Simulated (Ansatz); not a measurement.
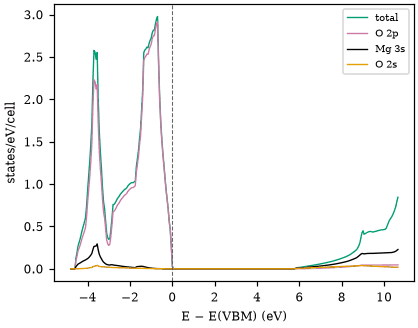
Total and projected density of states of MgO (rock salt, Fm-3m), r²SCAN in the plane-wave PAW code Ansatz

Task: Which orbitals carry the states next to the gap?

Result: Top 1 eV of the valence band: O 2p 98 %. Bottom 1 eV of the conduction band: Mg 3s 57 %, O 2s 34 %, O 2p 7 %. Projections are on Löwdin-orthogonalised atomic valence shells; empty p or d shells of many metals are not among them.

Task: Where is the tallest occupied peak in this window, and what makes it?

Result: Near -0.7 eV, about 3.0 states/eV per cell; the largest projected share is O 2p.

Symmetry was held in the r²SCAN relaxation. The volume moved by -16 % from the start of the relaxation.

Potentials: the earlier of the program's two PAW sets.
